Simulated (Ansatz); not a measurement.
# LiMgF3 (built on the sites of a database entry of BaLiF3): a soft mode frozen in, part 2 of 2

Which phase does LiMgF3 (built on the sites of a database entry of BaLiF3) fall into along its unstable mode, and how much energy does it gain?

Ansatz 0.2.0; DFT PBEsol, scalar-relativistic, plane waves, PAW.

So far, highest frequency on the path or at a solved wavevector (cm⁻¹): step 2 (phonons on a q mesh) 749. Also lowest frequency on the path (cm⁻¹): step 2 -287.

The structure was built from a prototype and need not be the compound's stable phase.

### Step 4. The mode frozen in, largest atomic shift 0.6 Å

The atoms are moved along the unstable eigenvector, the largest shift by 0.6 Å, with the cell fixed.

input.yaml reads:

```yaml
crystal:
  lattice:
    - [-3.5809645263, 0.0, 0.0]
    - [0.0, -3.5809645263, -3.5809645263]
    - [0.0, -3.5809645263, 3.5809645263]
  atoms:
    - { symbol: Mg, position: [1.0, 1.0, 0.0] }
    - { symbol: Mg, position: [1.0, 0.5, 0.5] }
    - { symbol: Li, position: [0.5, 0.0, 0.5] }
    - { symbol: Li, position: [0.5, 0.5, 0.0] }
    - { symbol: F, position: [0.0, 0.0, 0.5] }
    - { symbol: F, position: [0.0, 0.5, 0.0] }
    - { symbol: F, position: [0.5, 0.8337763116, 0.8337763116] }
    - { symbol: F, position: [0.5, 0.1662236884, 0.1662236884] }
    - { symbol: F, position: [0.5, 0.6662236884, 0.3337763116] }
    - { symbol: F, position: [0.5, 0.3337763116, 0.6662236884] }
kpoints:
  mp_grid: { grid: [6, 4, 4] }
hamiltonian:
  xc: pbesol
scf:
  occupations: { method: gaussian, width: 0.02 }
output:
  forces: true
  stress: true
  eigenvalues: true
```

Command:

```bash
$ ansatz run input.yaml --threads 4 --pin off --max-ram 7168MiB --backend cpu --events-out ev --progress --plain --runs-dir out
```

Numbers of over 12 decimals in the logs are rounded to 6 here.

Log:

```text
[...]
Crystal: 10 atoms, lattice volume = 91.840 Å³
Basis set: ecut = 420 eV, 1783 PW (Γ), exchange–correlation on 48×72×72 points (8 copies of the dense FFT grid, shifted against one another)
Bands: 44, of which v1, the nominal top of the filled ones, is band 34 counted from 1 (33 counted from 0)
Symmetry: 16 space group operations
[...]
k-points: 24 of 96
[...]
k-point 0: bands = [... 30 lower, 2.6468, 2.8558, 3.3928, 3.3928, 8.2888, 12.6004, 13.9698, 13.9698, ... 2 higher]
  k-point 1: bands = [... 30 lower, 2.6636, 2.8160, 3.1339, 3.3090, 8.9354, 11.9444, 14.1023, 14.2777, ... 2 higher]
  k-point 2: bands = [... 30 lower, 2.7591, 2.7591, 3.1130, 3.1130, 10.4045, 10.4045, 14.4775, 14.4775, ... 2 higher]
  k-point 23: bands = [... 30 lower, 2.8663, 2.8663, 3.2188, 3.2188, 12.9165, 12.9165, 12.9712, 12.9712, ... 2 higher]
[key lines of the parts left out:]
SCF converged after 7 iterations
Free energy (F): -9045.898959 eV
Fermi energy:    5.840812 eV
P = ⅓ Tr σ = -0.1533 GPa (-1.533 kbar)
```

It took 2.8 s on 4 threads of Arm Neoverse N1, shared host; peak memory 0.41 GiB.

A gap read on the k-mesh alone can miss the band edges.

Numbers from this step:

- pressure: -0.1533 GPa
- gap on the k-mesh: 4.896 eV
- energy from the undistorted cell: -210.3 meV/atom

The energy, extrapolated to zero smearing, is -210.31 meV/atom against the undistorted cell.

### Step 5. Energy along the mode, all amplitudes (two of the runs are shown above)

An imaginary frequency means negative curvature, so the energy should fall and then rise again as anharmonic terms take over.

Numbers from this step:

* depth at the lowest point sampled: 210.3 meV/atom
* largest atomic shift at that point: 0.6 Å

Table of energy from the parent by largest atomic shift:

```csv
largest atomic shift (Å),energy from the parent (meV/atom)
0.000,0
0.040,-1.81
0.080,-7.17
0.140,-21.5
0.220,-50.4
0.320,-97.4
0.450,-162
0.600,-210
```

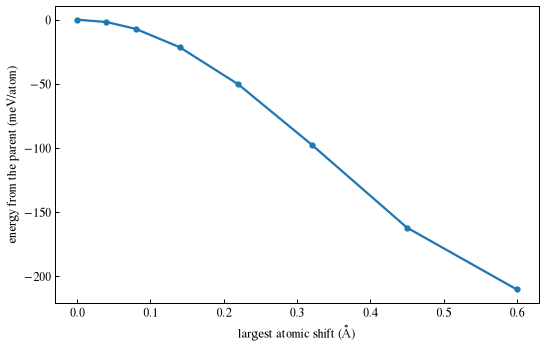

Energy from the parent against largest atomic shift.

Displacement at unit largest shift by atom:

```csv
atom,x (Å),y (Å),z (Å),size
Mg1,0.00,0.00,0.00,0.00
Mg2,0.00,0.00,0.00,0.00
Li3,0.00,0.00,0.00,0.00
Li4,0.00,0.00,0.00,0.00
F5,0.00,0.00,0.00,0.00
F6,0.00,0.00,0.00,0.00
F7,0.00,-1.00,0.00,1.00
F8,0.00,1.00,0.00,1.00
F9,0.00,0.00,1.00,1.00
F10,0.00,0.00,-1.00,1.00
```

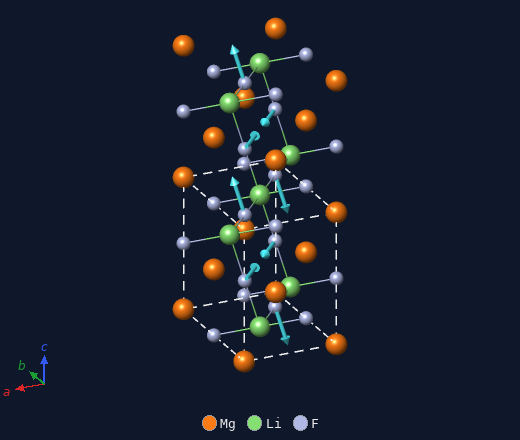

Displacement at unit largest shift as arrows, the longest 1 Å. 1×1×2 cells are drawn. Some periodic images of atoms are drawn too.

The lowest of the steps tried is the last one, at 0.6 Å, 210 meV/atom below the parent; the bottom of the well need not coincide with a step.

### Step 6. Relaxing from the distorted cell

Starting from the lowest point found, all atoms and the cell are let go, so that strain and other modes of the same symmetry can join in.

Changes to input.yaml since step 4:

```diff
@@ -21,3 +21,3 @@
 scf:
-  occupations: { method: gaussian, width: 0.02 }
+  occupations: { method: fixed }
 output:
@@ -26 +26,6 @@
   eigenvalues: true
+relax:
+  adjacent_minimum: "off"
+  f_tol: 0.002
+  max_steps: 120
+  cell: { stress_tol: 0.03 }
```

Log:

```text
[...]
Crystal: 10 atoms, lattice volume = 91.840 Å³
Basis set: ecut = 420 eV, 1783 PW (Γ), exchange–correlation on 48×72×72 points (8 copies of the dense FFT grid, shifted against one another)
Bands: 44, of which v1, the nominal top of the filled ones, is band 34 counted from 1 (33 counted from 0)
Symmetry: 16 space group operations
[...]
k-points: 24 of 96
[...]
SCF iter   1: F=—  HF=-9045.942170 eV  |F-HF|=—  |Δ(HF+E_count)|=         —  Δρ=1.60e-2  dr2=1.39e-1  ethr=1.77e-3  ⟨swp⟩=5.0  Hψ=3793  notcnv=0  defer=188
[...]
SCF iter   7: F=-9045.898959 eV  HF=-9045.898959 eV  |F-HF|=7.60e-9  |Δ(HF+E_count)|=   6.19e-7  Δρ=8.29e-6  dr2=5.40e-8  ethr=1.47e-10  ⟨swp⟩=11.8  Hψ=5929  notcnv=0
SCF 1 converged in 7 iterations: F = -9045.898959 eV  dr2 = 5.40e-8
[...]
relax step   1: F+E_penalty+E_count = -9045.89895856 eV  Δ(F+E_penalty+E_count) = +0.000e0 eV  max|allowed force component| = 2.999e-1 eV/Å  Δτ_max = 0.0000 Å  P = -0.153 GPa  Ω = 91.840 Å³  (7 SCF iters, dr2 threshold 1.00e-7 eV, accepted)
Crystal: 10 atoms, lattice volume = 92.321 Å³
Basis set: ecut = 420 eV, 1795 PW (Γ), exchange–correlation on 48×72×72 points (8 copies of the dense FFT grid, shifted against one another)
[...]
iter 1 solved again at ethr=2.97e-6 eV; its pass at ethr=3.10e-3 eV (dr2=2.02e-3 eV) is discarded
[...]
SCF iter   5: F=-9045.949638 eV  HF=-9045.949638 eV  |F-HF|=2.01e-7  |Δ(HF+E_count)|=   5.76e-7  Δρ=2.20e-5  dr2=2.75e-7  ethr=1.47e-9  ⟨swp⟩=9.8  Hψ=5145  notcnv=0
SCF 2 converged in 5 iterations: F = -9045.949638 eV  dr2 = 2.75e-7
relax step   2: F+E_penalty+E_count = -9045.94963797 eV  Δ(F+E_penalty+E_count) = -5.068e-2 eV  max|allowed force component| = 2.510e-1 eV/Å  Δτ_max = 0.0098 Å  P = -0.231 GPa  Ω = 92.321 Å³  energy of the carried Pulay correction = -2.612e-3 eV  (5 SCF iters, dr2 threshold 1.00e-6 eV, accepted)
Crystal: 10 atoms, lattice volume = 93.157 Å³
Basis set: ecut = 420 eV, 1851 PW (Γ), exchange–correlation on 48×72×72 points (8 copies of the dense FFT grid, shifted against one another)
[...]
SCF iter   6: F=-9046.039224 eV  HF=-9046.039224 eV  |F-HF|=2.99e-9  |Δ(HF+E_count)|=   2.99e-7  Δρ=2.70e-5  dr2=5.02e-7  ethr=1.47e-9  ⟨swp⟩=9.1  Hψ=5532  notcnv=0
SCF 3 converged in 6 iterations: F = -9046.039224 eV  dr2 = 5.02e-7
relax step   3: F+E_penalty+E_count = -9046.03922403 eV  Δ(F+E_penalty+E_count) = -8.959e-2 eV  max|allowed force component| = 9.020e-2 eV/Å  Δτ_max = 0.0473 Å  P = +1.617 GPa  Ω = 93.157 Å³  energy of the carried Pulay correction = -7.124e-3 eV  (6 SCF iters, dr2 threshold 1.00e-6 eV, accepted)
[... from here on, the SCF cycles and remarks between the steps are left out ...]
relax step   4: F+E_penalty+E_count = -9046.02953153 eV  Δ(F+E_penalty+E_count) = +9.693e-3 eV  max|allowed force component| = 3.069e-2 eV/Å  Δτ_max = 0.0026 Å  P = -1.216 GPa  Ω = 95.543 Å³  energy of the carried Pulay correction = -1.977e-2 eV  (5 SCF iters, dr2 threshold 1.00e-6 eV, accepted)
relax step   5: F+E_penalty+E_count = -9046.03989852 eV  Δ(F+E_penalty+E_count) = -1.037e-2 eV  max|allowed force component| = 1.242e-2 eV/Å  Δτ_max = 0.0024 Å  P = +0.036 GPa  Ω = 94.357 Å³  energy of the carried Pulay correction = -1.352e-2 eV  (5 SCF iters, dr2 threshold 1.00e-6 eV, accepted)
relax step   6: F+E_penalty+E_count = -9046.03953179 eV  Δ(F+E_penalty+E_count) = +3.667e-4 eV  max|allowed force component| = 2.948e-2 eV/Å  Δτ_max = 0.0036 Å  P = +0.038 GPa  Ω = 94.401 Å³  energy of the carried Pulay correction = -1.376e-2 eV  (5 SCF iters, dr2 threshold 2.69e-8 eV, rejected (line search))
relax step   7: F+E_penalty+E_count = -9046.03968933 eV  Δ(F+E_penalty+E_count) = +2.092e-4 eV  max|allowed force component| = 1.053e-4 eV/Å  Δτ_max = 0.0012 Å  P = +0.000 GPa  Ω = 94.404 Å³  energy of the carried Pulay correction = -1.377e-2 eV  (7 SCF iters, accepted)
relax step   8: F+E_penalty+E_count = -9046.07279938 eV  Δ(F+E_penalty+E_count) = -3.311e-2 eV  max|allowed force component| = 1.503e-3 eV/Å  Δτ_max = 0.0000 Å  P = +0.574 GPa  Ω = 94.404 Å³  stress off target by 9.40e-1 GPa  SCF on the basis re-selected at this cell (its energy is not comparable with the rows above)  (7 SCF iters)
relax step   9: F+E_penalty+E_count = -9046.07231671 eV  Δ(F+E_penalty+E_count) = +4.827e-4 eV  max|allowed force component| = 4.423e-3 eV/Å  Δτ_max = 0.0057 Å  P = +0.228 GPa  Ω = 95.346 Å³  energy of the carried Pulay correction = -5.244e-3 eV  (5 SCF iters, dr2 threshold 1.00e-6 eV, accepted)
relax step  10: F+E_penalty+E_count = -9046.07073160 eV  Δ(F+E_penalty+E_count) = +1.585e-3 eV  max|allowed force component| = 8.185e-4 eV/Å  Δτ_max = 0.0012 Å  P = +0.025 GPa  Ω = 95.665 Å³  energy of the carried Pulay correction = -7.085e-3 eV  (5 SCF iters, dr2 threshold 1.54e-7 eV, accepted)
relax step  11: F+E_penalty+E_count = -9046.07058215 eV  Δ(F+E_penalty+E_count) = +1.495e-4 eV  max|allowed force component| = 8.116e-5 eV/Å  Δτ_max = 0.0000 Å  P = +0.001 GPa  Ω = 95.691 Å³  energy of the carried Pulay correction = -7.236e-3 eV  (5 SCF iters, dr2 threshold 3.33e-9 eV, accepted)
relax step  12: F+E_penalty+E_count = -9046.07868616 eV  Δ(F+E_penalty+E_count) = -8.104e-3 eV  max|allowed force component| = 4.292e-4 eV/Å  Δτ_max = 0.0000 Å  P = +0.048 GPa  Ω = 95.691 Å³  stress off target by 1.08e-1 GPa  SCF on the basis re-selected at this cell (its energy is not comparable with the rows above)  (7 SCF iters)
relax step  13: F+E_penalty+E_count = -9046.07799937 eV  Δ(F+E_penalty+E_count) = +6.868e-4 eV  max|allowed force component| = 4.095e-4 eV/Å  Δτ_max = 0.0009 Å  P = +0.005 GPa  Ω = 95.839 Å³  energy of the carried Pulay correction = -7.768e-4 eV  (5 SCF iters, dr2 threshold 2.90e-8 eV, accepted)
[...]
SCF iter   7: F=-9046.078627 eV  HF=-9046.078627 eV  |F-HF|=1.82e-12  |Δ(HF+E_count)|=  1.04e-10  Δρ=3.81e-8  dr2=1.03e-12  ethr=1.00e-12  ⟨swp⟩=12.2  Hψ=5824  notcnv=0
SCF 14 converged in 7 iterations: F = -9046.078627 eV  dr2 = 1.03e-12
relax step  14: F+E_penalty+E_count = -9046.07862742 eV  Δ(F+E_penalty+E_count) = -6.280e-4 eV  max|allowed force component| = 3.893e-4 eV/Å  Δτ_max = 0.0000 Å  P = +0.008 GPa  Ω = 95.839 Å³  stress off target by 1.88e-2 GPa  SCF on the basis re-selected at this cell (its energy is not comparable with the rows above)  (7 SCF iters)
[...]
SCF converged after 7 iterations
Free energy (F): -9046.078627 eV
[...]
Internal energy: -9046.078627 eV  (E = F + TS)
E sigma→0 (E₀):  -9046.078627 eV
Fermi energy:    2.764538 eV
[...]
--- Forces (eV/Å), atoms counted from 1 ---
  atom   1  Mg     0.00000000     0.00000000     0.00000000
  atom   2  Mg     0.00000000     0.00000000    -0.00000000
  atom   3  Li    -0.00000000     0.00000000     0.00000000
  atom   4  Li    -0.00000000     0.00000000     0.00000000
  atom   5  F      0.00000000    -0.00000000     0.00000000
  atom   6  F      0.00000000    -0.00000000     0.00000000
  atom   7  F      0.00000000     0.00038928     0.00000000
  atom   8  F     -0.00000000    -0.00038928    -0.00000000
  atom   9  F     -0.00000000    -0.00000000    -0.00038928
  atom  10  F     -0.00000000     0.00000000     0.00038928
  max |Σ_I F_I| component: 3.25e-19 eV/Å
--- Stress (GPa, compression-positive) ---
       -0.014097       0.000000       0.000000
        0.000000       0.018826       0.000000
        0.000000       0.000000       0.018826
  P = ⅓ Tr σ = 0.0079 GPa (0.079 kbar)
--- Band table (eV; the first three rows and the last of 24) ---
  k-point 0: bands = [... 30 lower, 2.4671, 2.4671, 2.6880, 2.6880, 7.9646, 11.9968, 13.1554, 13.1554, ... 6 higher]
  k-point 1: bands = [... 30 lower, 2.3229, 2.4581, 2.5094, 2.6203, 8.5568, 11.3394, 13.2877, 13.4466, ... 6 higher]
  k-point 2: bands = [... 30 lower, 2.3616, 2.3616, 2.5404, 2.5404, 9.9083, 9.9083, 13.6297, 13.6297, ... 6 higher]
  k-point 23: bands = [... 30 lower, 2.4496, 2.4496, 2.4917, 2.4917, 12.3904, 12.3904, 12.5907, 12.5907, ... 6 higher]
--- Relaxed structure (11 steps of the walk, 10 accepted, 3 SCFs on fresh bases) ---
  F+E_penalty+E_count = -9046.07862742 eV   max|allowed force component| = 3.893e-4 eV/Å   (the final SCF, on the basis selected at the relaxed cell)
  cell:  # Å, volume = 95.8393 Å³
    - [-3.428832, 0, 0]
    - [0, -3.738382, -3.738382]
    - [0, -3.738382, 3.738382]
  atoms:
    - { symbol: Mg, position: [1.0, 1.000000, 0.0] }
    - { symbol: Mg, position: [1.0, 0.500000, 0.500000] }
    - { symbol: Li, position: [0.5, 0.0, 0.500000] }
    - { symbol: Li, position: [0.5, 0.500000, 0.0] }
    - { symbol: F, position: [0, 0.0, 0.500000] }
    - { symbol: F, position: [0, 0.500000, 0.0] }
    - { symbol: F, position: [0.5, 0.842282, 0.842282] }
    - { symbol: F, position: [0.5, 0.157718, 0.157718] }
    - { symbol: F, position: [0.5, 0.657718, 0.342282] }
    - { symbol: F, position: [0.5, 0.342282, 0.657718] }
```

Elapsed: 45 s, on 4 threads; peak memory 0.45 GiB.

Step by step:

```csv
step,energy less that of the first step (eV),largest force component (eV/Å),pressure (GPa),volume (Å³)
1,0.0000,0.2999,-0.15,91.84
2,-0.0507,0.2510,-0.23,92.32
3,-0.1403,0.0902,1.62,93.16
4,-0.1306,0.0307,-1.22,95.54
5,-0.1409,0.0124,0.04,94.36
6,-0.1406,0.0295,0.04,94.40
7,-0.1407,0.0001,0.00,94.40
8*,-0.1738,0.0015,0.57,94.40
9,-0.1734,0.0044,0.23,95.35
10,-0.1718,0.0008,0.03,95.66
11,-0.1716,0.0001,0.00,95.69
12*,-0.1797,0.0004,0.05,95.69
13,-0.1790,0.0004,0.00,95.84
14*,-0.1797,0.0004,0.01,95.84
```

Relaxation steps marked * repeat the geometry before them on a plane-wave basis chosen anew for their cell, so energy and pressure can jump there. Relaxation step 6 was tried and not accepted.

Forces are held to the 16 operations that the run works with; a distortion that breaks them can't arise in this run.

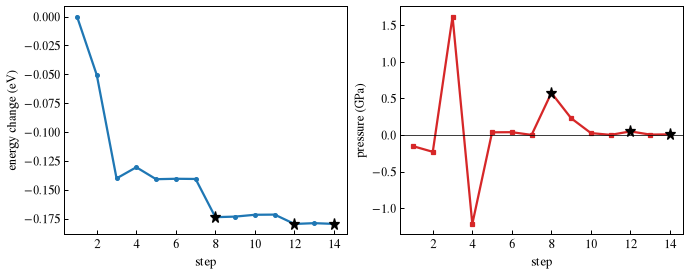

Energy and pressure along the relaxation. Stars mark steps on a basis chosen anew.

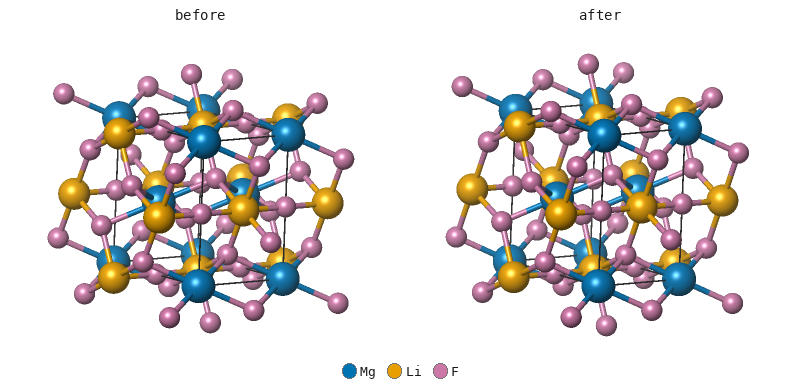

The structure before and after the relaxation, drawn at the same scale.

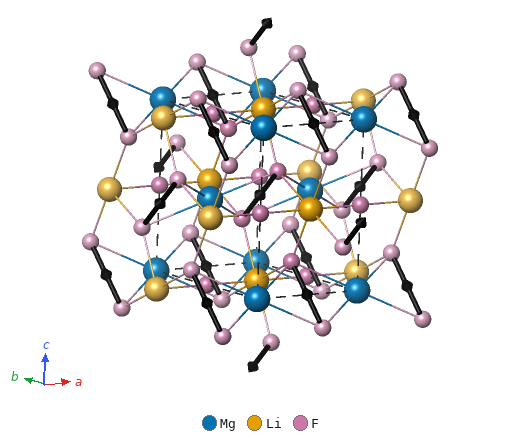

Displacements in the relaxation, exaggerated, measured against the changing cell; the longest in the cell stands for 0.06 Å. Some periodic images of atoms are drawn too.

```csv
cell as run,before,after,change
a (Å),3.581,3.429,-4.2 %
b (Å),5.064,5.287,+4.4 %
c (Å),5.064,5.287,+4.4 %
volume (Å³/atom),9.18,9.58,+4.4 %
```

The atoms that moved most (Å, as changes of fractional coordinates times the final cell):

```csv
atom,dx,dy,dz,length
F7,0.000,-0.064,0.000,0.064
F10,0.000,0.000,-0.064,0.064
F9,0.000,0.000,0.064,0.064
F8,0.000,0.064,0.000,0.064
```

The relaxed structure:

```xyz
10
Lattice="-3.4288 0.0000 0.0000 0.0000 -3.7384 -3.7384 0.0000 -3.7384 3.7384" Properties=species:S:1:pos:R:3 pbc="T T T"
Mg   -3.4288   -3.7384   -3.7384
Mg   -3.4288   -3.7384    0.0000
Li   -1.7144   -1.8692    1.8692
Li   -1.7144   -1.8692   -1.8692
F     0.0000   -1.8692    1.8692
F     0.0000   -1.8692   -1.8692
F    -1.7144   -6.2975    0.0000
F    -1.7144   -1.1792    0.0000
F    -1.7144   -3.7384   -1.1792
F    -1.7144   -3.7384    1.1792
```

Numbers from this step:

- pressure: 0.007852 GPa
- gap on the k-mesh: 5.200 eV
- volume per atom: 9.584 Å³

The distorted start has space group P4/mbm; the relaxation ends in P4/mbm.

### Step 7. The phases reached

The phases reached along the modes that were followed are set side by side.

Energies are those of the first relaxation, on the mesh of the frozen mode; space group, volume and gap are those of the last relaxation. Phases, by row:

```csv
mode frozen in,space group,energy from parent (meV/atom),volume (Å³/atom),gap on mesh (eV),lowest zone-centre optical mode (cm⁻¹),largest shift (Å)
parent,Pm-3m,0,9.184,3.739,–,–
"q = (-0.5, -0.5, -0.5), 287i cm⁻¹",I4/mcm,-231.1,9.62,5.216,–,0.694
"q = (-0.5, -0.5, -0.5), 287i cm⁻¹",R-3c,-353,9.84,6.056,–,0.695
"q = (-0.5, -0.5, -0.5), 287i cm⁻¹",Imma,-407.1,10.22,5.873,–,0.857
"q = (0, -0.5, -0.5), 285i cm⁻¹",P4/mbm,-228.3,9.58,5.2,–,0.69
```

### Step 8. Outcome

```
unstable mode of the parent                                                      : q = (0, -0.5, -0.5), 285i cm⁻¹
depth at the lowest point sampled                                                : 210 meV/atom
largest atomic shift at that point                                               : 0.6 Å
space group reached (within 0.01 Å)                                              : P4/mbm
energy gained over the parent (first relaxation, on the mesh of the frozen mode) : 228 meV/atom
volume per atom, phase reached                                                   : 9.58 Å³
gap on the k-mesh, phase reached                                                 : 5.20 eV
```

In words: Along this mode the structure falls into P4/mbm, 228 meV/atom below the parent. At the parent's cell the well is 210.3 meV/atom deep on the steps tried, with its lowest point at a shift of 0.6 Å. That is the last step tried, so the steps alone don't bracket the bottom of the well. Relaxing atoms and cell changes the gain by +17.97 meV/atom against the lowest step (energies at zero smearing). The modes of the phase reached were not computed on this path. Of the 4 patterns followed to their end from this parent, this one ends 179 meV/atom above the lowest, Imma. Each path keeps the symmetry of its pattern, so a lower phase may lie along a pattern not tried. The starting cell was built on a prototype and not taken from a measurement, so the phase need not exist.

[Logs are printed without paths, hosts, clocks, repeated set-up lines and the standing remarks that a program may print on its own settings, such as how far it seeks lower states.]

[Hosts, paths, dates, database ids (printed as entryN), source tags and the programs' standing remarks are cut or masked in the printed files.]
